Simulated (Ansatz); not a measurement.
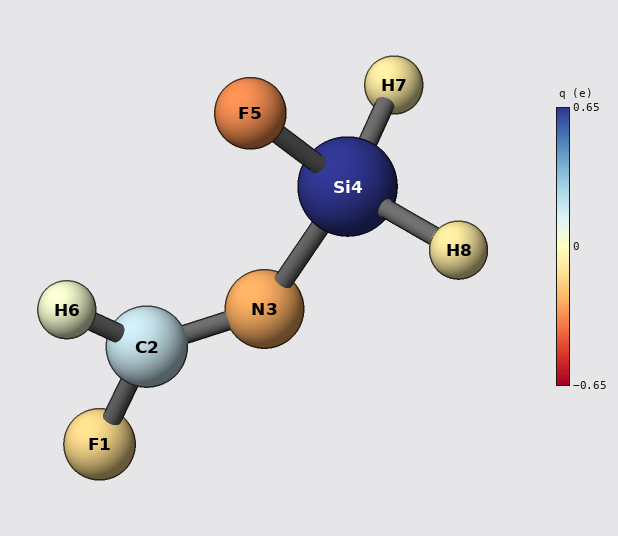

Atoms are coloured by their Mulliken charges. The computed structure is the end point of a PBE-D4/def2-SVP optimisation. No frequency run is at hand to confirm it as a minimum. Properties computed with RKS PBE-D4/def2-SVP (Ansatz 0.2.0).

List the Mulliken charges.

| atom | value (e) |
| --- | --- |
| F1 | −0.13 |
| C2 | 0.18 |
| N3 | −0.25 |
| Si4 | 0.64 |
| F5 | −0.32 |
| H6 | 0.04 |
| H7 | −0.08 |
| H8 | −0.08 |

Mulliken values depend strongly on the basis set and can even reverse the polarity of a bond.
